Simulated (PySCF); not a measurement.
## A study: C$_{3}$H$_{5}$, charge +1, SMILES `C=C[CH2+]`

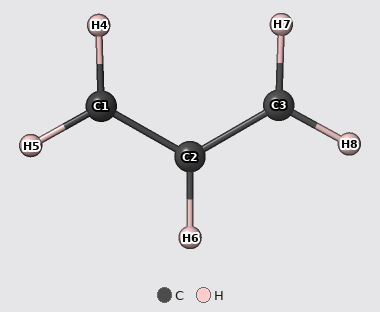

The molecule, with its atoms numbered as below. No frequency check shows the geometry to be a minimum.

Coordinates in Å:

```
C1       1.1966   -0.2062    0.0000
C2       0.0000    0.4769    0.0000
C3      -1.1966   -0.2063    0.0000
H4       1.2310   -1.2913    0.0000
H5       2.1469    0.3170    0.0000
H6      -0.0004    1.5624    0.0000
H7      -1.2309   -1.2913    0.0000
H8      -2.1469    0.3169    0.0000
```

Part 1: Bonding charge

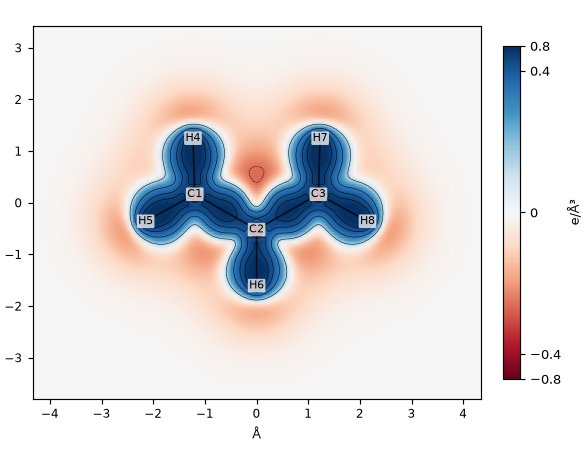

Deformation density (molecule less spherical, spin-averaged free atoms) in the molecular plane; colour scale in e/Å³, logarithmic beyond ±0.1; blue: gain, red: loss.

Computed with PySCF, B3LYP/cc-pVTZ, geometry: GFN2-xTB.

Question: How much density has each bond in this plane gained at its critical point, relative to the free atoms?

Answer: C1–H5 and C3–H8: +0.90 e/Å³ at the bond critical point (bond length 1.08 Å, Mayer order 0.9). C3–H7 and C1–H4: +0.89 e/Å³ at the bond critical point (bond length 1.09 Å, Mayer order 0.9). C2–H6: +0.85 e/Å³ at the bond critical point (bond length 1.08 Å, Mayer order 0.9). C1–C2 and C2–C3: +0.76 e/Å³ at the bond critical point (bond length 1.38 Å, Mayer order 1.4). In all, 1.7 electrons gather in the regions of gain relative to the promolecule of neutral atoms (the regions of loss give up this much and the cation's charge besides).

Question: Where do the Hirshfeld charges lie?

Answer: The highest Hirshfeld charge is on C1 and C3 (+0.18 e), the lowest on C2 (+0.04 e).

Part 2: Bond critical points

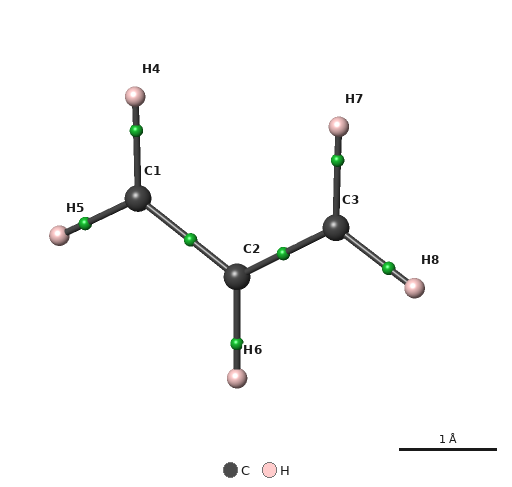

Molecular graph of the electron density (QTAIM): bond paths, bond critical points (green), ring points (magenta, if any); weak paths are dashed.

Question: How many critical points of each kind are there, and does the count close?

Answer: 8 nuclei, 7 bond, 0 ring and 0 cage critical points: 8 − 7 + 0 − 0 = 1, as the Poincaré–Hopf relation requires.

Question: Tabulate density, Laplacian, ellipticity and energy density at the bond critical points (atomic units).

Answer:
| bond | length (Å) | ρ (a.u.) | ∇²ρ (a.u.) | ε | H (a.u.) |
| --- | --- | --- | --- | --- | --- |
| C1–C2 (2 alike) | 1.378 | 0.336 | −1.18 | 0.15 | −0.407 |
| C1–H5 (2 alike) | 1.085 | 0.303 | −1.29 | 0.02 | −0.349 |
| C3–H7 (2 alike) | 1.086 | 0.302 | −1.27 | 0.03 | −0.345 |
| C2–H6 | 1.085 | 0.298 | −1.22 | 0.01 | −0.337 |

Question: What kind of interaction is C1–H5?

Answer: Shared-shell (covalent): ρ = 0.303, ∇²ρ = −1.29, H = −0.349 a.u.

Part 3: Local ionisation energy

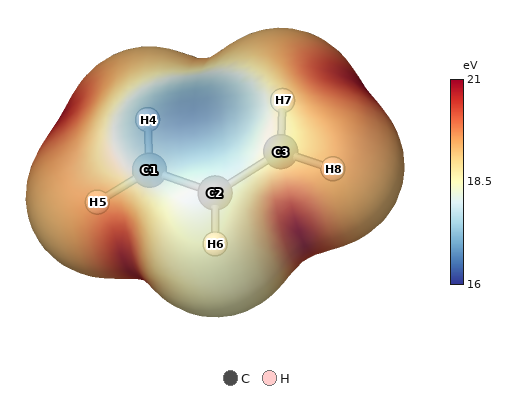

Average local ionisation energy on the surface of electron density 0.001 a.u.

Question: Locate the minima of the map.

Answer: The lowest value is 16.7 eV, off the molecular plane, over C2 (2.0 Å), and at like points elsewhere. Further minima include 18.5 eV, 1.3 Å from H6; 19.1 eV, 1.3 Å from H7, and at like points elsewhere; 19.2 eV, 1.2 Å from H5. For comparison, the highest occupied orbital lies at −15.7 eV.

Question: What volume does the surface enclose?

Answer: About 68 Å³.

Part 4: In an electric field

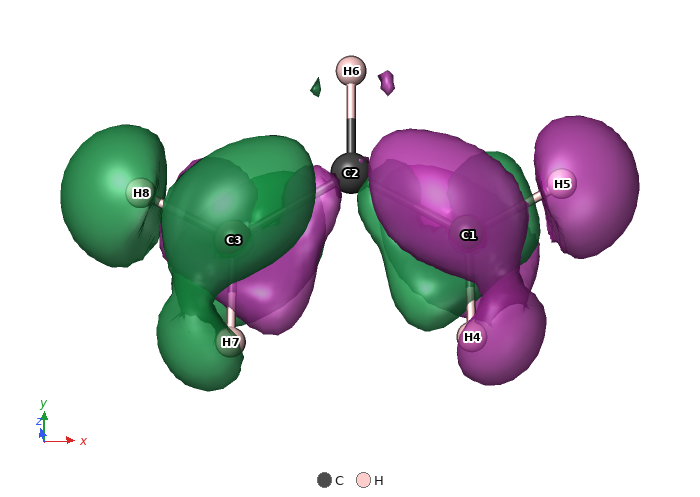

Change of the electron density in a uniform field of 0.51 V/Å, surfaces at ±0.005 e/Å³ (green: gain, purple: loss).

PySCF calculation, B3LYP/def2-SVPD, gas phase; geometry: GFN2-xTB.

Question: Along which Cartesian direction does the field point?

Answer: Along +x: electrons gather on the −x side, against the field.

Question: What dipole is induced, and what polarisability does it imply?

Answer: The induced dipole is 1.25 D (along the field); α along this axis, from the fields in both directions, is 49 bohr³ (7.3 Å³).

Question: Which atoms gain and lose the most charge?

Answer: Electrons gather most on C3 (Hirshfeld charge changes by −0.036 e) and leave C1 most (+0.035 e); 0.112 electrons are displaced in all.

Part 5: Removing or adding an electron

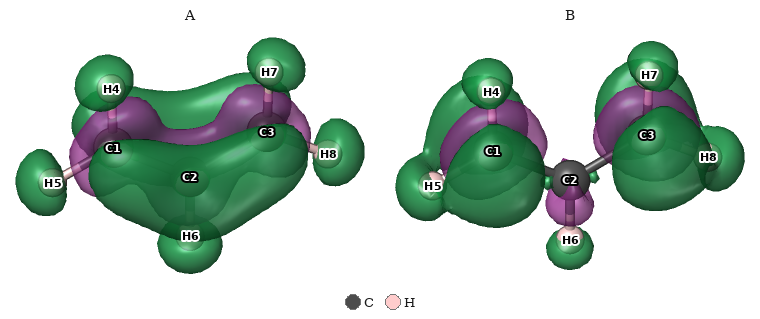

The two Fukui functions at ±0.03 e/Å³ (green positive, purple negative).

Level of theory: ωB97X/def2-SVPD (PySCF), at a geometry from GFN2-xTB.

Question: Which panel is f⁻ (electron removed) and which f⁺ (electron added)?

Answer: A is f⁻, B is f⁺. f⁻ (Hirshfeld-condensed) is largest on C2 (0.25) and C1 and C3 (0.20 each); the vertical ionisation energy is 18.38 eV. f⁺ (Hirshfeld-condensed) is largest on C1 and C3 (0.27 each); the vertical electron affinity is 8.11 eV (the stability of the neutral species's solution wasn't checked).

Question: What chemical potential and hardness follow from the two energies?

Answer: μ = −(I + A)/2 = −13.25 eV and η = I − A = 10.27 eV.
